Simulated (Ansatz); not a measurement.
# InH5Se: small, medium and large basis sets

Aim: see how fast density functionals converge with the basis set for InH5Se.

Computed with Ansatz 0.2.0, Gaussian basis. Level: one geometry, several basis sets.

Levels to be run: PBE0-D4/def2-SVP; ωB97M-V/def2-SVP; PBE0-D4/def2-QZVPP; ωB97M-V/def2-QZVPP; the functionals' def2-TZVPP values are taken from earlier runs.

### 1 Structure used throughout

The geometry comes from an earlier relaxation with PBE0-D4 in a triple-zeta def2 set; it is a stationary point, not always the lowest conformer. In takes the def2 core potential; no spin-orbit term is included.

SMILES `[SeH2+][InH3-]`, 7 atoms, charge 0, spin multiplicity 1.

Atoms are counted from 1 here; the program's logs count them from 0.

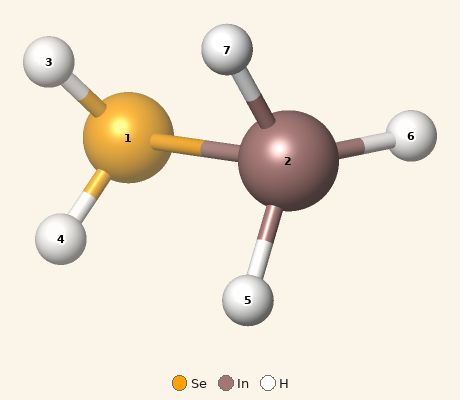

The geometry (selenium orange, indium brown, hydrogen white); atoms are numbered from 1 in the order of the file.

Coordinates:

```xyz
7
charge 0, multiplicity 1
Se   -1.03200   -1.32871    0.50001
In    0.49770    1.17683   -0.01019
H     0.16046   -2.18465    0.49719
H    -1.27248   -1.59685   -0.92295
H    -0.03395    1.31472   -1.65157
H    -0.29492    2.09422    1.22130
H     2.03639    0.45654    0.32061
```

### 2 PBE0-D4 in def2-SVP

in.yaml reads:

```yaml
crystal:
  periodic: [false, false, false]
  atoms:
    - {symbol: Se, position_ang: [-1.031997, -1.328706, 0.500012]}
    - {symbol: In, position_ang: [0.497701, 1.176831, -0.010189]}
    - {symbol: H, position_ang: [0.160460, -2.184654, 0.497188]}
    - {symbol: H, position_ang: [-1.272483, -1.596851, -0.922953]}
    - {symbol: H, position_ang: [-0.033955, 1.314721, -1.651573]}
    - {symbol: H, position_ang: [-0.294917, 2.094215, 1.221303]}
    - {symbol: H, position_ang: [2.036392, 0.456544, 0.320611]}
basis:
  gaussian: {orbitals: def2-SVP}
hamiltonian: {xc: pbe0, dispersion: d4}
output: {orbitals: {seedname: orbitals}}
```

Launch:

```console
$ ansatz run in.yaml --threads 4 --pin off --events-out ev --progress --plain --max-ram 10444MiB
```

What it wrote:

```text
Functional definition: PBE0
  name "PBE0"
  cite "Adamo & Barone, J. Chem. Phys. 110, 6158 (1999) doi:10.1063/1.478522"
  cite "Perdew, Burke & Ernzerhof, Phys. Rev. Lett. 77, 3865 (1996) doi:10.1103/PhysRevLett.77.3865"
  parent pbe
  parameter a = 0.25
  parameter kappa = 0.804
  parameter beta = 0.06672455060314922
  exchange = (1 - a)*pbe_x(kappa = kappa, mu = beta*pi^2/3) + a*exact_x
  correlation = pbe_c(beta = beta)
903 factors; integrals over basis functions are off by at most 1.1e-3 eV
mean field evaluation 1: about -70587.3381 eV, gradient 1.3e1 eV
mean field evaluation 2: about -70587.7827 eV, gradient 6.3e0 eV
mean field evaluation 4: about -70587.8608 eV, gradient 1.5e0 eV
mean field evaluation 8: about -70587.9005 eV, gradient 9.9e-3 eV
mean field -70587.90050876 eV, -2594.0574974995 hartree, gradient 1.2e-5 eV, S^2 0.000000; 0 other end points of the search recorded, 0 dependent functions left out
reference -70587.90054368 eV, -2594.0574987828 hartree; 30, 30 occupied and 53, 53 virtual orbitals, 903 factors
Total energy: -70588.00420318 eV, -2594.0613081992 hartree
```

It took 0.8 s on 4 threads of Arm Neoverse V2, shared host.

### 3 ωB97M-V in def2-SVP

in.yaml: that of step 2 with these lines changed.

```diff
@@ -12,3 +12,3 @@
   gaussian: {orbitals: def2-SVP}
-hamiltonian: {xc: pbe0, dispersion: d4}
+hamiltonian: {xc: {name: wB97M-V}}
 output: {orbitals: {seedname: orbitals}}
```

Same command.

What it wrote, shortened:

```text
Functional definition: wB97M-V
  name "wB97M-V"
  cite "Mardirossian & Head-Gordon, J. Chem. Phys. 144, 214110 (2016) doi:10.1063/1.4952647"
  cite "Becke, J. Chem. Phys. 107, 8554 (1997) doi:10.1063/1.475007"
  cite "Vydrov & Van Voorhis, J. Chem. Phys. 133, 244103 (2010) doi:10.1063/1.3521275"
  # Of w^i u^j: cxij and so on, Table III.
[...]
  gx(w, u) = 1 - cx + cx01*u + cx10*w
  gss(w, u) = css00 + css04*u^4 + css10*w + css20*w^2 + css43*w^4*u^3
  gos(w, u) = cos00 + cos10*w + (cos20 + cos21*u)*w^2 + (cos60 + cos61*u)*w^6
[...]
      + integral(e_c_pw_mod_opposite_spin*gos(b97_w_opposite, b97_u_opposite)) + vv10(b, c)
903 factors; integrals over basis functions are off by at most 1.1e-3 eV
235 factors; integrals over basis functions are off by at most 5.9e-6 eV
[...]
mean field -70590.08308716 eV, -2594.1377057761 hartree, gradient 8.5e-5 eV, S^2 0.000000; 0 other end points of the search recorded, 0 dependent functions left out
reference -70590.08314259 eV, -2594.1377078132 hartree; 30, 30 occupied and 53, 53 virtual orbitals, 903 factors
Total energy: -70590.08314259 eV, -2594.1377078132 hartree
```

Wall time 3.1 s (4 threads of Arm Neoverse V2, shared host).

### 4 PBE0-D4 in def2-QZVPP

in.yaml: that of step 3 with these lines changed.

```diff
@@ -11,4 +11,4 @@
 basis:
-  gaussian: {orbitals: def2-SVP}
-hamiltonian: {xc: {name: wB97M-V}}
+  gaussian: {orbitals: "def2-QZVPP.json"}
+hamiltonian: {xc: pbe0, dispersion: d4}
 output: {orbitals: {seedname: orbitals}}
```

Launched as before.

What it wrote:

```text
Functional definition: PBE0
  name "PBE0"
  cite "Adamo & Barone, J. Chem. Phys. 110, 6158 (1999) doi:10.1063/1.478522"
  cite "Perdew, Burke & Ernzerhof, Phys. Rev. Lett. 77, 3865 (1996) doi:10.1103/PhysRevLett.77.3865"
  parent pbe
  parameter a = 0.25
  parameter kappa = 0.804
  parameter beta = 0.06672455060314922
  exchange = (1 - a)*pbe_x(kappa = kappa, mu = beta*pi^2/3) + a*exact_x
  correlation = pbe_c(beta = beta)
1380 factors; their error is unknown
mean field evaluation 1: about -70596.6755 eV, gradient 1.7e1 eV
mean field evaluation 2: about -70597.2646 eV, gradient 1.0e1 eV
mean field evaluation 4: about -70597.4008 eV, gradient 3.5e-1 eV
mean field evaluation 8: about -70597.6496 eV, gradient 2.7e-1 eV
mean field evaluation 16: about -70597.6497 eV, gradient 1.3e-5 eV
mean field -70597.64969563 eV, -2594.4157735088 hartree, gradient 1.3e-5 eV, S^2 0.000000; 0 other end points of the search recorded, 0 dependent functions left out
reference -70597.64973890 eV, -2594.4157750989 hartree; 30, 30 occupied and 291, 291 virtual orbitals, 1380 factors
Total energy: -70597.75339840 eV, -2594.4195845153 hartree
```

Wall time 3.9 s (4 threads of Arm Neoverse V2, shared host); peak memory 0.8 GiB.

### 5 ωB97M-V in def2-QZVPP

in.yaml: that of step 4 with these lines changed.

```diff
@@ -12,3 +12,3 @@
   gaussian: {orbitals: "def2-QZVPP.json"}
-hamiltonian: {xc: pbe0, dispersion: d4}
+hamiltonian: {xc: {name: wB97M-V}}
 output: {orbitals: {seedname: orbitals}}
```

Launched as before.

What it wrote, shortened:

```text
Functional definition: wB97M-V
  name "wB97M-V"
  cite "Mardirossian & Head-Gordon, J. Chem. Phys. 144, 214110 (2016) doi:10.1063/1.4952647"
  cite "Becke, J. Chem. Phys. 107, 8554 (1997) doi:10.1063/1.475007"
  cite "Vydrov & Van Voorhis, J. Chem. Phys. 133, 244103 (2010) doi:10.1063/1.3521275"
  # Of w^i u^j: cxij and so on, Table III.
[...]
  gx(w, u) = 1 - cx + cx01*u + cx10*w
  gss(w, u) = css00 + css04*u^4 + css10*w + css20*w^2 + css43*w^4*u^3
  gos(w, u) = cos00 + cos10*w + (cos20 + cos21*u)*w^2 + (cos60 + cos61*u)*w^6
[...]
      + integral(e_c_pw_mod_opposite_spin*gos(b97_w_opposite, b97_u_opposite)) + vv10(b, c)
1315 factors; their error is unknown
299 factors; integrals over basis functions are off by at most 1.2e-5 eV
[...]
mean field -70599.85927413 eV, -2594.4969740208 hartree, gradient 2.6e-5 eV, S^2 0.000000; 0 other end points of the search recorded, 0 dependent functions left out
reference -70599.85934422 eV, -2594.4969765966 hartree; 30, 30 occupied and 291, 291 virtual orbitals, 1315 factors
Total energy: -70599.85934422 eV, -2594.4969765966 hartree
```

Run time: 9.5 s. Hardware: 4 threads of Arm Neoverse V2, shared host; peak memory 1 GiB.

### 6 Density functionals: the series

The def2-TZVPP values come from earlier runs at the same geometry.

```tsv
functional	basis	functions	energy (eV)	from the largest (eV)	HOMO (eV)	LUMO (eV)
PBE0-D4	def2-SVP	83	-70588.0042	9.749	-7.54	-0.64
PBE0-D4	def2-TZVPP	168	-70596.3173	1.436	-7.61	-0.82
PBE0-D4	def2-QZVPP	321	-70597.7534	0.000	-7.62	-0.87
ωB97M-V	def2-SVP	83	-70590.0831	9.776	-9.70	1.02
ωB97M-V	def2-TZVPP	168	-70598.4583	1.401	-9.83	0.59
ωB97M-V	def2-QZVPP	321	-70599.8593	0.000	-9.84	0.39
```

### 7 Summary of results

| quantity | value |
| --- | --- |
| PBE0-D4: double and triple zeta above quadruple | 9.75, 1.44 eV |
| ωB97M-V: double and triple zeta above quadruple | 9.78, 1.40 eV |

**Reading.** For PBE0-D4 the step from double to triple zeta gains 8.31 eV and the next only 1.44 eV. Total energies overstate the basis error of differences, where much of it tends to cancel. The LUMO of ωB97M-V is positive and keeps falling with the basis (1.02 to 0.39 eV): an unbound level that the basis holds in place.

For PBE0-D4 the largest set took about 5 times as long as the smallest (3.9 s against 0.8 s).
